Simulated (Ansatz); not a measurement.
# C2H6NSb: inversion of the pyramid at Sb4, part 1 of 2

How high is the barrier for the inversion of the pyramid at Sb4? Relax the two ends, then run a nudged elastic band between them. SMILES of the start: C=[C](N)[SbH2].

All numbers below are computed with Ansatz 0.2.0 (RKS PBE0/def2-SVP).

### Step 1. The structure to begin with

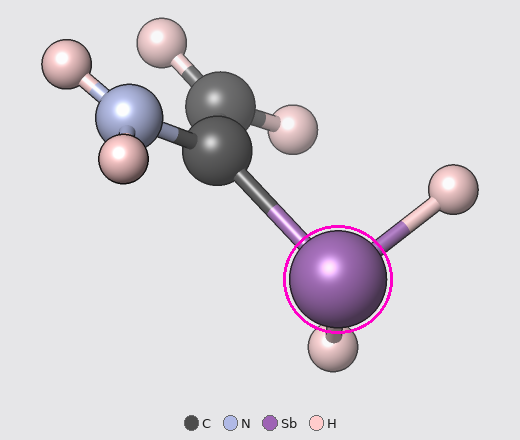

Start, viewed from a free direction; carbon dark grey, nitrogen light blue, antimony purple, hydrogen pink. Ringed: Sb4.

Coordinates:

```xyz
10

C    -0.7653    0.0231   -0.9174
C     0.0549   -0.2602    0.0197
N     0.4318   -1.6122    0.1924
Sb    0.9425    1.2766    1.2867
H    -1.2315   -0.6953   -1.5980
H    -1.1165    1.1138   -1.0650
H     1.1767   -1.8514    0.9598
H     0.1272   -2.3633   -0.4025
H     1.1834    2.3398   -0.0410
H    -0.7200    1.9780    1.5683
```

### Step 2. End point A

input.yaml

```yaml
crystal:
  periodic: [false, false, false]
  atoms:
    - { symbol: C, position_ang: [-0.7653, 0.0231, -0.9174] }
    - { symbol: C, position_ang: [0.0549, -0.2602, 0.0197] }
    - { symbol: "N", position_ang: [0.4318, -1.6122, 0.1924] }
    - { symbol: Sb, position_ang: [0.9425, 1.2766, 1.2867] }
    - { symbol: H, position_ang: [-1.2315, -0.6953, -1.598] }
    - { symbol: H, position_ang: [-1.1165, 1.1138, -1.065] }
    - { symbol: H, position_ang: [1.1767, -1.8514, 0.9598] }
    - { symbol: H, position_ang: [0.1272, -2.3633, -0.4025] }
    - { symbol: H, position_ang: [1.1834, 2.3398, -0.041] }
    - { symbol: H, position_ang: [-0.72, 1.978, 1.5683] }
basis:
  gaussian: { orbitals: def2-SVP }
hamiltonian:
  xc: pbe0
relax:
  f_tol: 0.015
  max_steps: 40
output:
  orbitals: {}
```

Launch:

```bash
$ ansatz run input.yaml --threads 2 --pin off --max-ram 3072MiB --backend cpu --events-out ev --progress --plain --runs-dir out
```

The program printed, shortened:

```text
Warning: RAYON_NUM_THREADS=2 ignored (pool sized by the plan → 2); use --threads N
[...]
Functional definition: PBE0
[...]
1195 factors; integrals over basis functions are off by at most 2.8e-4 eV
[...]
mean field -10190.43112650 eV, -374.4914365765 hartree, gradient 4.9e-5 eV, S^2 0.000000; 0 other end points of the search recorded, 0 dependent functions left out
[...]
reference -10190.43115309 eV, -374.4914375539 hartree; 24, 24 occupied and 74, 74 virtual orbitals, 1195 factors
relax step   1: F+E_penalty+E_count = -10190.43112650 eV  Δ(F+E_penalty+E_count) = +0.000e0 eV  max|allowed force component| = 3.980e0 eV/Å  Δτ_max = 0.0000 Å  (27 SCF iters, accepted)
[...]
relax step   3: F+E_penalty+E_count = -10190.92034460 eV  Δ(F+E_penalty+E_count) = -5.305e-2 eV  max|allowed force component| = 1.720e0 eV/Å  Δτ_max = 0.1969 Å  (30 SCF iters, accepted)
[...]
relax step   5: F+E_penalty+E_count = -10191.07576612 eV  Δ(F+E_penalty+E_count) = -4.503e-2 eV  max|allowed force component| = 1.323e-1 eV/Å  Δτ_max = 0.2000 Å  (29 SCF iters, accepted)
[...]
relax step   7: F+E_penalty+E_count = -10191.08716089 eV  Δ(F+E_penalty+E_count) = -3.943e-3 eV  max|allowed force component| = 1.179e-1 eV/Å  Δτ_max = 0.1377 Å  (30 SCF iters, accepted)
[...]
relax step   9: F+E_penalty+E_count = -10191.06399726 eV  Δ(F+E_penalty+E_count) = +2.316e-2 eV  max|allowed force component| = 7.401e-1 eV/Å  Δτ_max = 0.0801 Å  (29 SCF iters, rejected (line search))
[...]
relax step  10: F+E_penalty+E_count = -10191.08918986 eV  Δ(F+E_penalty+E_count) = -2.029e-3 eV  max|allowed force component| = 5.635e-2 eV/Å  Δτ_max = 0.0400 Å  (31 SCF iters, accepted)
[...]
1195 factors; integrals over basis functions are off by at most 2.9e-4 eV
mean field -10191.09048666 eV, -374.5156676153 hartree, gradient 9.2e-6 eV, S^2 0.000000; 0 other end points of the search recorded, 0 dependent functions left out
[...]
reference -10191.09051394 eV, -374.5156686181 hartree; 24, 24 occupied and 74, 74 virtual orbitals, 1195 factors
```

### Step 3. The output, continued: end point A relaxed

Output, continued, shortened:

```text
relax step  11: F+E_penalty+E_count = -10191.09048666 eV  Δ(F+E_penalty+E_count) = -1.297e-3 eV  max|allowed force component| = 7.250e-2 eV/Å  Δτ_max = 0.0976 Å  (30 SCF iters, accepted)
[...]
relax step  17: F+E_penalty+E_count = -10191.09233420 eV  Δ(F+E_penalty+E_count) = -8.410e-5 eV  max|allowed force component| = 3.699e-2 eV/Å  Δτ_max = 0.0260 Å  (31 SCF iters, accepted)
[...]
relax step  18: F+E_penalty+E_count = -10191.09239405 eV  Δ(F+E_penalty+E_count) = -5.985e-5 eV  max|allowed force component| = 1.376e-2 eV/Å  Δτ_max = 0.0078 Å  (24 SCF iters, accepted)
1195 factors; integrals over basis functions are off by at most 3.1e-4 eV
mean field -10191.09239405 eV, -374.5157377107 hartree, gradient 1.5e-5 eV, S^2 0.000000; 1 other end points of the search recorded, 0 dependent functions left out
[...]
Atom 0 at    -0.670745     0.030059    -1.159159 Å, force    -0.007757     0.012602    -0.011077 eV/Å
Atom 1 at     0.069642    -0.252978    -0.074825 Å, force     0.012909     0.008044    -0.000088 eV/Å
Atom 2 at     0.230661    -1.516760     0.465999 Å, force     0.000925    -0.013760     0.008600 eV/Å
Atom 3 at     1.082649     1.293064     1.072969 Å, force    -0.008324     0.004894    -0.002152 eV/Å
Atom 4 at    -1.149907    -0.770801    -1.736720 Å, force    -0.002170    -0.000849    -0.002592 eV/Å
Atom 5 at    -0.844428     1.055069    -1.486069 Å, force    -0.000361    -0.007940     0.001699 eV/Å
Atom 6 at     1.130899    -1.722751     0.883065 Å, force    -0.001169    -0.000877    -0.000417 eV/Å
Atom 7 at    -0.108118    -2.284361    -0.107195 Å, force     0.000171    -0.001468     0.000080 eV/Å
Atom 8 at     0.587980     2.548849     0.019534 Å, force    -0.000168    -0.006108     0.010471 eV/Å
Atom 9 at    -0.245431     1.569509     2.125401 Å, force     0.005944     0.005462    -0.004525 eV/Å
Dipole moment:     0.196649    -0.262450    -0.002096 e Å
```

It took 54 s on 2 threads of Arm Neoverse V1, shared host; peak memory 0.22 GiB.

Step by step:

| step | energy from step 1 (eV) | largest force component (eV/Å) |
| --- | --- | --- |
| 1 | 0.0000 | 3.9797 |
| 2 | -0.4362 | 2.0570 |
| 3 | -0.4892 | 1.7204 |
| 4 | -0.5996 | 0.5657 |
| 5 | -0.6446 | 0.1323 |
| 6 | -0.6521 | 0.0356 |
| 7 | -0.6560 | 0.1179 |
| 8x | -0.6532 | 0.3071 |
| 9x | -0.6329 | 0.7401 |
| 10 | -0.6581 | 0.0564 |
| 11 | -0.6594 | 0.0725 |
| 12x | -0.6559 | 0.1829 |
| 13 | -0.6607 | 0.0239 |
| 14x | -0.6566 | 0.1222 |
| 15 | -0.6610 | 0.0104 |
| 16 | -0.6611 | 0.0457 |
| 17 | -0.6612 | 0.0370 |
| 18 | -0.6613 | 0.0138 |

Step 1 is the start. 4 steps were tried and not accepted (marked x).

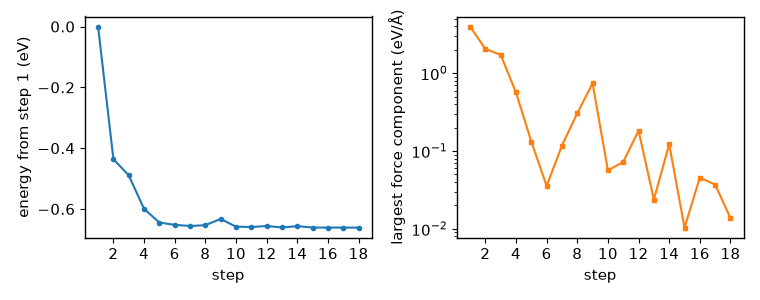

How energy and force went from step to step.

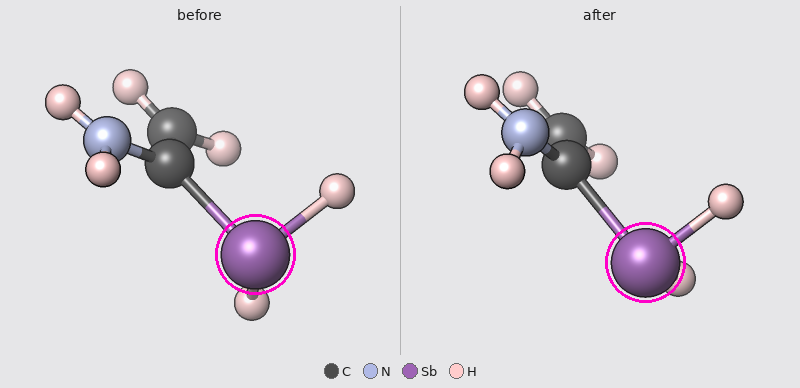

Before and after, at one scale.

After: Bond lengths: C1–C2 1.343 Å, C2–N3 1.384 Å, C2–Sb4 2.176 Å, C1–H5 1.098 Å, C1–H6 1.090 Å, N3–H7 1.013 Å, N3–H8 1.016 Å, Sb4–H9 1.712 Å, Sb4–H10 1.717 Å. Angles: C1–C2–N3 124.9°, C1–C2–Sb4 122.2°, N3–C2–Sb4 112.9°, C2–C1–H5 120.8°, C2–C1–H6 121.9°, H5–C1–H6 117.3°, C2–N3–H7 116.7°, C2–N3–H8 115.5°, H7–N3–H8 112.0°, C2–Sb4–H9 93.6°, C2–Sb4–H10 94.5°, H9–Sb4–H10 92.0°.

### Step 4. Relaxing end B

The second end starts from a geometry with the move made by hand.

Changes to input.yaml since step 2:

```diff
@@ -11,4 +11,4 @@
     - { symbol: H, position_ang: [0.1272, -2.3633, -0.4025] }
-    - { symbol: H, position_ang: [1.1834, 2.3398, -0.041] }
-    - { symbol: H, position_ang: [-0.72, 1.978, 1.5683] }
+    - { symbol: H, position_ang: [2.5379, 0.72332, 0.97081] }
+    - { symbol: H, position_ang: [0.81522, 0.14584, 2.71511] }
 basis:
@@ -20,3 +20 @@
   max_steps: 40
-output:
-  orbitals: {}
```

Launch:

```bash
$ ansatz run input.yaml --threads 2 --pin off --max-ram 3072MiB --backend cpu --events-out ev --progress --plain --runs-dir out
```

The program printed, shortened:

```text
Warning: RAYON_NUM_THREADS=2 ignored (pool sized by the plan → 2); use --threads N
[...]
[... 1 set-up line as earlier in the session ...]
[...]
1195 factors; integrals over basis functions are off by at most 3.1e-4 eV
[...]
mean field -10190.56487576 eV, -374.4963517712 hartree, gradient 4.4e-5 eV, S^2 0.000000; 0 other end points of the search recorded, 0 dependent functions left out
[...]
reference -10190.56490235 eV, -374.4963527485 hartree; 24, 24 occupied and 74, 74 virtual orbitals, 1195 factors
relax step   1: F+E_penalty+E_count = -10190.56487576 eV  Δ(F+E_penalty+E_count) = +0.000e0 eV  max|allowed force component| = 4.112e0 eV/Å  Δτ_max = 0.0000 Å  (28 SCF iters, accepted)
[...]
relax step   6: F+E_penalty+E_count = -10191.18813954 eV  Δ(F+E_penalty+E_count) = -3.988e-3 eV  max|allowed force component| = 4.903e-2 eV/Å  Δτ_max = 0.0503 Å  (31 SCF iters, accepted)
[...]
Total energy: -10191.18863248 eV, -374.5192744077 hartree
Atom 0 at    -0.813486     0.052664    -0.918192 Å, force     0.006745    -0.008131     0.008866 eV/Å
Atom 1 at     0.075872    -0.335324     0.016361 Å, force     0.013090     0.002875     0.004469 eV/Å
Atom 2 at     0.418944    -1.637444     0.296673 Å, force    -0.011065     0.003620     0.008611 eV/Å
Atom 3 at     0.947193     1.220525     1.244276 Å, force    -0.004959    -0.003210    -0.000439 eV/Å
Atom 4 at    -1.303462    -0.674243    -1.577617 Å, force    -0.002065     0.007584    -0.001509 eV/Å
Atom 5 at    -1.087976     1.101283    -1.039440 Å, force    -0.004521    -0.004397    -0.008731 eV/Å
Atom 6 at     1.324363    -1.803074     0.714773 Å, force    -0.000906     0.001098    -0.008494 eV/Å
Atom 7 at     0.153468    -2.337332    -0.389505 Å, force     0.001031     0.003265     0.001941 eV/Å
Atom 8 at     2.535079     0.563341     1.102897 Å, force     0.006016     0.003131    -0.002448 eV/Å
Atom 9 at     0.722925     0.349863     2.711394 Å, force    -0.003365    -0.005835    -0.002267 eV/Å
Dipole moment:     0.179629    -0.243227    -0.058342 e Å
```

Wall time 23 s (2 threads of Arm Neoverse V1, shared host); peak memory 0.22 GiB.

Relaxation path:

| step | energy from step 1 (eV) | largest force component (eV/Å) |
| --- | --- | --- |
| 1 | 0.0000 | 4.1118 |
| 2 | -0.3910 | 1.9196 |
| 3 | -0.5747 | 0.6910 |
| 4 | -0.6054 | 0.3292 |
| 5 | -0.6193 | 0.1439 |
| 6 | -0.6233 | 0.0490 |
| 7 | -0.6237 | 0.0131 |

Step 1 is the start.

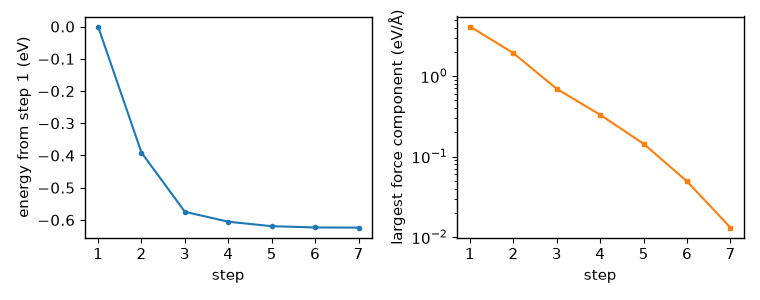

Energy and largest force along the relaxation.

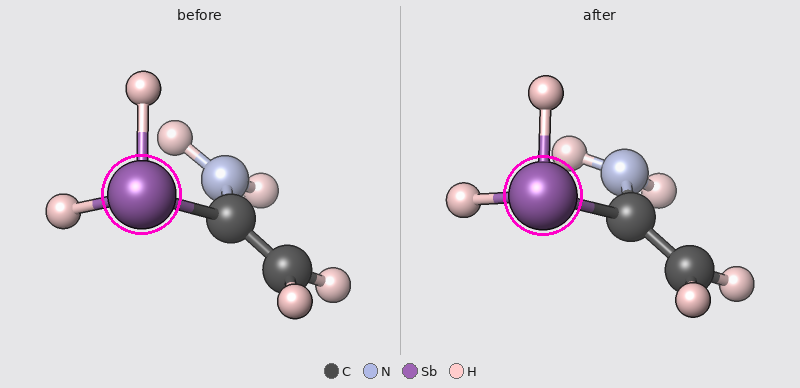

The structure before (left) and after (right), drawn at the same scale.

After: Bond lengths: C1–C2 1.347 Å, C2–N3 1.375 Å, C2–Sb4 2.165 Å, C1–H5 1.097 Å, C1–H6 1.091 Å, N3–H7 1.011 Å, N3–H8 1.015 Å, Sb4–H9 1.724 Å, Sb4–H10 1.721 Å. Angles: C1–C2–N3 125.4°, C1–C2–Sb4 116.9°, N3–C2–Sb4 117.7°, C2–C1–H5 121.4°, C2–C1–H6 121.3°, H5–C1–H6 117.2°, C2–N3–H7 117.6°, C2–N3–H8 116.7°, H7–N3–H8 113.6°, C2–Sb4–H9 92.9°, C2–Sb4–H10 93.9°, H9–Sb4–H10 89.8°.

### Step 5. The band

crystal.atoms is end A as relaxed above, and neb.final_atoms is end B, turned to lie on A. With 5 inner images the band has 7 in all. The start path is listed, through a guess of the saddle.

input.yaml

```yaml
crystal:
  periodic: [false, false, false]
  atoms:
    - { symbol: C, position_ang: [-0.670745, 0.030059, -1.159159] }
    - { symbol: C, position_ang: [0.069642, -0.252978, -0.074825] }
    - { symbol: "N", position_ang: [0.230661, -1.51676, 0.465999] }
    - { symbol: Sb, position_ang: [1.082649, 1.293064, 1.072969] }
    - { symbol: H, position_ang: [-1.149907, -0.770801, -1.73672] }
    - { symbol: H, position_ang: [-0.844428, 1.055069, -1.486069] }
    - { symbol: H, position_ang: [1.130899, -1.722751, 0.883065] }
    - { symbol: H, position_ang: [-0.108118, -2.284361, -0.107195] }
    - { symbol: H, position_ang: [0.58798, 2.548849, 0.019534] }
    - { symbol: H, position_ang: [-0.245431, 1.569509, 2.125401] }
basis:
  gaussian: { orbitals: def2-SVP }
hamiltonian:
  xc: pbe0
neb:
  order_check: false
  images: 5
  f_tol: 0.05
  max_iterations: 60
  final_atoms:
    - { symbol: C, position_ang: [-0.93889538, -0.07851933, -1.33390311] }
    - { symbol: C, position_ang: [-0.17616596, -0.07628293, -0.22344352] }
    - { symbol: "N", position_ang: [0.28561679, -1.19661072, 0.42725768] }
    - { symbol: Sb, position_ang: [0.25966091, 1.85128976, 0.66095464] }
    - { symbol: H, position_ang: [-1.20900059, -1.01356966, -1.83990276] }
    - { symbol: H, position_ang: [-1.32665324, 0.84867656, -1.75769466] }
    - { symbol: H, position_ang: [1.12142906, -1.1008737, 0.98786159] }
    - { symbol: H, position_ang: [0.23565235, -2.0735926, -0.08221979] }
    - { symbol: H, position_ang: [1.92202123, 1.46196124, 0.90228899] }
    - { symbol: H, position_ang: [-0.09046316, 1.32642037, 2.26180096] }
  initial_path:
    images:
      - { positions_ang: [[-0.670745, 0.030059, -1.159159], [0.069642, -0.252978, -0.074825], [0.230661, -1.51676, 0.465999], [1.082649, 1.293064, 1.072969], [-1.149907, -0.770801, -1.73672], [-0.844428, 1.055069, -1.486069], [1.130899, -1.722751, 0.883065], [-0.108118, -2.284361, -0.107195], [0.58798, 2.548849, 0.019534], [-0.245431, 1.569509, 2.125401]] }
      - { positions_ang: [[-0.73915381, 0.01780629, -1.13144348], [0.02286383, -0.20392414, -0.0797778], [0.29428324, -1.47400111, 0.39245946], [0.9290263, 1.40818958, 1.05554199], [-1.18234851, -0.79275647, -1.71923632], [-1.00283316, 1.04426485, -1.44267853], [1.1387673, -1.63842836, 0.94071564], [-0.00184737, -2.26489555, -0.16126776], [1.01904584, 2.35904411, -0.01925598], [-0.39460164, 1.49359982, 2.16794277]] }
      - { positions_ang: [[-0.80756263, 0.00555357, -1.10372797], [-0.02391435, -0.15487027, -0.08473061], [0.35790547, -1.43124222, 0.31891991], [0.7754036, 1.52331515, 1.03811498], [-1.21479002, -0.81471194, -1.70175263], [-1.16123833, 1.03346069, -1.39928806], [1.14663561, -1.55410573, 0.99836629], [0.10442326, -2.24543011, -0.21534051], [1.45011168, 2.16923922, -0.05804596], [-0.54377228, 1.41769063, 2.21048455]] }
      - { positions_ang: [[-0.87597144, -0.00669914, -1.07601245], [-0.07069252, -0.10581641, -0.08968341], [0.42152771, -1.38848332, 0.24538037], [0.62178089, 1.63844073, 1.02068798], [-1.24723153, -0.83666741, -1.68426895], [-1.31964349, 1.02265654, -1.35589759], [1.15450391, -1.46978309, 1.05601693], [0.21069388, -2.22596466, -0.26941327], [1.88117752, 1.97943432, -0.09683593], [-0.69294292, 1.34178145, 2.25302632]] }
      - { positions_ang: [[-0.89694609, -0.0306392, -1.161976], [-0.10585034, -0.09597192, -0.13427012], [0.37622407, -1.32452579, 0.30600614], [0.50107423, 1.7093904, 0.90077686], [-1.23448789, -0.89563483, -1.73614688], [-1.32198007, 0.96466321, -1.48982995], [1.14347896, -1.34681329, 1.03329848], [0.21901337, -2.17517397, -0.20701544], [1.89479209, 1.8069433, 0.23620571], [-0.49211634, 1.33666109, 2.2559512]] }
      - { positions_ang: [[-0.91792073, -0.05457926, -1.24793956], [-0.14100815, -0.08612742, -0.17885682], [0.33092043, -1.26056825, 0.36663191], [0.38036757, 1.78034008, 0.78086575], [-1.22174424, -0.95460224, -1.78802482], [-1.32431666, 0.90666988, -1.62376231], [1.13245401, -1.2238435, 1.01058003], [0.22733286, -2.12438329, -0.14461762], [1.90840666, 1.63445227, 0.56924735], [-0.29128975, 1.33154073, 2.25887608]] }
      - { positions_ang: [[-0.93889538, -0.07851933, -1.33390311], [-0.17616596, -0.07628293, -0.22344352], [0.28561679, -1.19661072, 0.42725768], [0.25966091, 1.85128976, 0.66095464], [-1.20900059, -1.01356966, -1.83990276], [-1.32665324, 0.84867656, -1.75769466], [1.12142906, -1.1008737, 0.98786159], [0.23565235, -2.0735926, -0.08221979], [1.92202123, 1.46196124, 0.90228899], [-0.09046316, 1.32642037, 2.26180096]] }
```

Launch:

```bash
$ ansatz run input.yaml --threads 2 --pin off --max-ram 3072MiB --backend cpu --events-out ev --progress --plain --runs-dir out
```

The program printed, shortened:

```text
Warning: RAYON_NUM_THREADS=2 ignored (pool sized by the plan → 2); use --threads N
[...]
[... 1 set-up line as earlier in the session ...]
[...]
1192 factors; integrals over basis functions are off by at most 3.8e-4 eV
[...]
mean field -10191.09238424 eV, -374.5157373502 hartree, gradient 3.0e-5 eV, S^2 0.000000; 0 other end points of the search recorded, 0 dependent functions left out
[...]
reference -10191.09241121 eV, -374.5157383415 hartree; 24, 24 occupied and 74, 74 virtual orbitals, 1192 factors
1192 factors; integrals over basis functions are off by at most 3.7e-4 eV
[...]
mean field -10191.18859912 eV, -374.5192731818 hartree, gradient 5.4e-5 eV, S^2 0.000000; 0 other end points of the search recorded, 0 dependent functions left out
[...]
reference -10191.18862564 eV, -374.5192741565 hartree; 24, 24 occupied and 74, 74 virtual orbitals, 1192 factors
[...]
Atom 0 at    -0.782316    -0.084571    -1.314458 Å, force    -0.002806     0.006042    -0.001744 eV/Å
Atom 1 at    -0.131355    -0.252957    -0.150705 Å, force    -0.003268    -0.003873    -0.005511 eV/Å
Atom 2 at     0.154123    -1.452216     0.465033 Å, force     0.006437    -0.000415     0.006836 eV/Å
Atom 3 at     0.499377     1.427518     0.969022 Å, force     0.001194     0.002105     0.001044 eV/Å
Atom 4 at    -0.962333    -0.947058    -1.966203 Å, force     0.002291    -0.003093     0.003064 eV/Å
Atom 5 at    -1.158759     0.886401    -1.633133 Å, force     0.000116    -0.001521     0.000937 eV/Å
Atom 6 at     1.094779    -1.550880     0.832014 Å, force    -0.000825    -0.001530     0.000356 eV/Å
Atom 7 at    -0.187937    -2.277397    -0.018781 Å, force    -0.002781     0.002374    -0.005212 eV/Å
Atom 8 at     1.202190     2.715559     0.197968 Å, force     0.000428    -0.000460    -0.000060 eV/Å
Atom 9 at     0.355434     1.484500     2.622243 Å, force    -0.000785     0.000371     0.000290 eV/Å
Dipole moment:     0.152579    -0.315440    -0.039705 e Å
this run last wrote the band of iteration 25 to <dir>
```

It took 5.8 min on 2 threads of Arm Neoverse V1, shared host; peak memory 0.22 GiB.

(Continued in part 2 of 2.)
